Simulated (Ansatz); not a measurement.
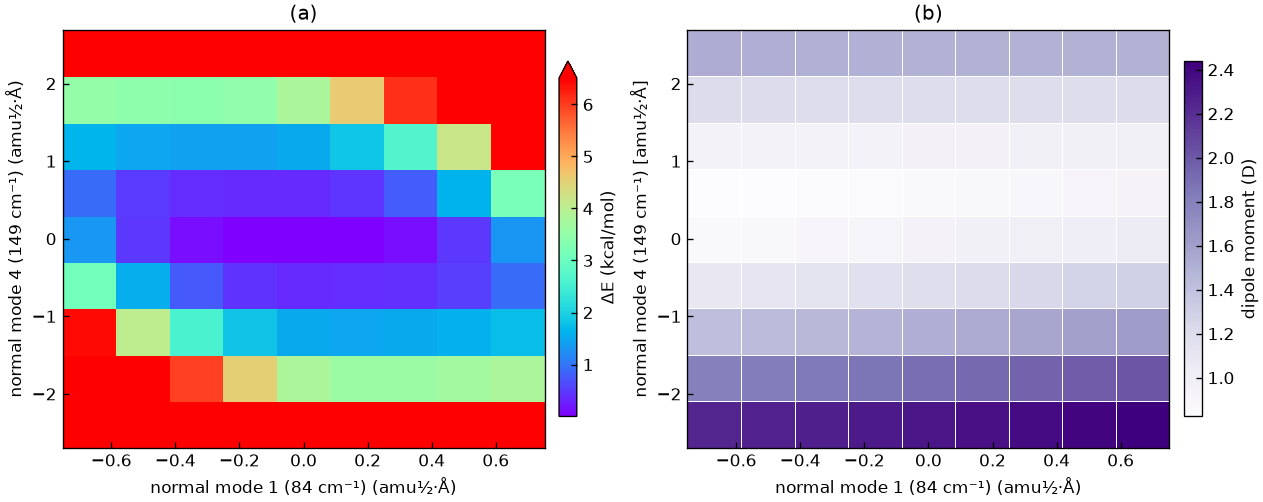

ClF2HHfS, SMILES [F][Hf]([F])([SH])[Cl]. First axis: normal mode 1 (84 cm⁻¹). Second axis: normal mode 4 (149 cm⁻¹). Nothing is relaxed (straight displacements along the two mass-weighted modes). The grid has 9 × 9 points. Energies: kcal/mol, counted from the relaxed molecule at the same level. Level of theory: Ansatz 0.2.0, RHF/def2-SVP.

Panel (a) is the energy and panel (b) the computed dipole moment on the same grid.

In the figure: one coloured cell a grid point, one colour for all values above the top of the scale.

How does the dipole moment vary over the map, and what is it at the lowest grid point?

Answer. Leaving out the highest fifth of the energies, it runs from 0.82 D at normal mode 1 (84 cm⁻¹) = −0.669 amu½·Å, normal mode 4 (149 cm⁻¹) = 0.6 amu½·Å to 2.41 D at normal mode 1 (84 cm⁻¹) = 0.501 amu½·Å, normal mode 4 (149 cm⁻¹) = −2.4 amu½·Å. At the lowest grid point, normal mode 1 (84 cm⁻¹) = 0.000 amu½·Å, normal mode 4 (149 cm⁻¹) = 0.0 amu½·Å, it is 0.96 D.
